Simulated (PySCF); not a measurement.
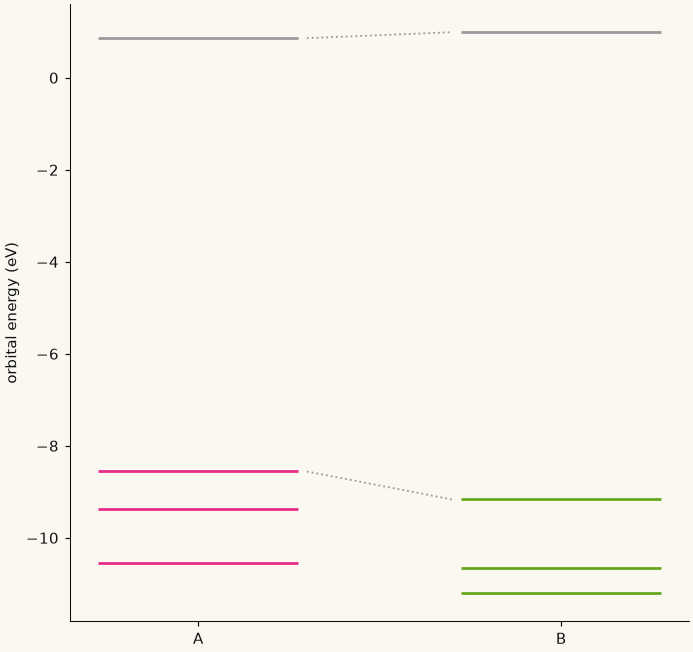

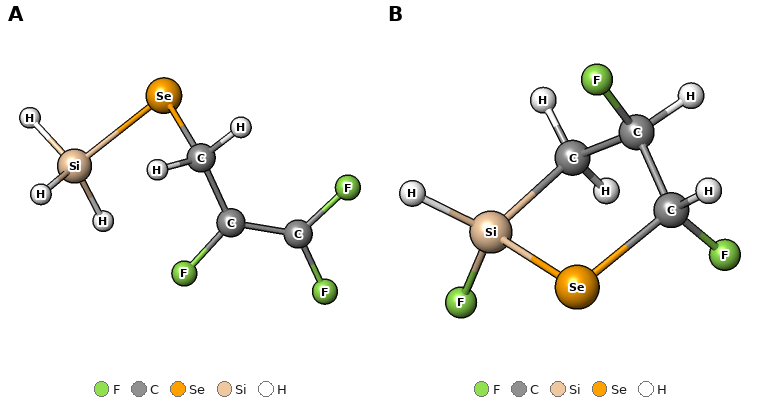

Related molecules: A is C₃H₅F₃SeSi, SMILES FC(F)=C(F)C[Se][SiH3]; B is C₃H₅F₃SeSi, SMILES F[C@@H]1C[Si@@H](F)[Se][C@H]1F. Frontier orbital energies, ωB97X-D/def2-SVPD with PySCF 2.14.0, at a GFN2-xTB geometry (no frequency check); drawn are at most three filled levels and, in grey, the LUMO with any level within 0.03 eV of it; dotted lines join the HOMOs and the LUMOs.

> What does the change do to the frontier levels?

From A to B the HOMO falls by 0.61 eV and the LUMO rises by 0.13 eV, so the separation goes from 9.42 to 10.16 eV.

Caveats, for all or some of the runs: empty levels above zero depend strongly on the basis; one conformer of a flexible molecule; spin-orbit coupling is left out, and with Se it can shift these levels and split any degenerate set; the tight-binding geometry is rougher than a DFT one and adds to the error.
